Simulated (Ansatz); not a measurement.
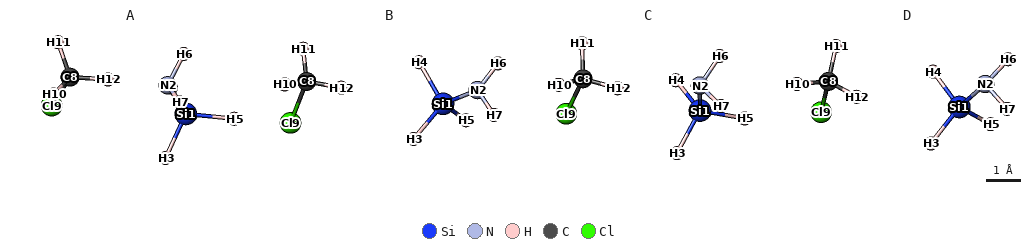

4 geometries from one relaxation of CH$_{8}$ClNSi, in shuffled order. Style: ball-and-stick. Shown from a free direction.

The run prepares the start of a later molecular dynamics calculation, from a guessed geometry.

Computed with UKS r2SCAN-D4/STO-3G in Ansatz 0.2.0. Set-up: collinear spin; force threshold 0.02 eV/Å; at most 40 steps.

Put them in the order of the run, from the start to the converged end.

Answer. B, D, C, A. They are steps 0, 16, 22, 38, at +0.548 eV, +0.320 eV, +0.220 eV relative to the last. H7 moves most after the best rigid fit: 1.69 Å. By element the largest moves are H 1.69 Å, N 1.54 Å, C 0.79 Å, Cl 0.79 Å, Si 0.49 Å. Some distances before and after: Si1–N2 1.724 → 1.794 Å, C8–Cl9 1.778 → 1.846 Å, C8–H12 1.086 → 1.133 Å, N2–H6 1.007 → 1.051 Å. Bond angles that change, for instance: Si1–N2–H6 118.6° → 109.2°, H6–N2–H7 109.2° → 103.2°, N2–Si1–H5 115.6° → 112.5°. Over 37 accepted moves (38 points after the start) the energy falls by 0.548 eV. The largest force component goes from 1.3 to 0.018 eV/Å. The line search rejected the trial step at point 26 of the run. The forces were under the threshold at step 6, but the run went on from there.

Limits of the set-up: the start holds two separate molecules, 2.7 Å apart at their closest, whose relative position is a soft coordinate; STO-3G is a minimal basis, so the numbers are rough.
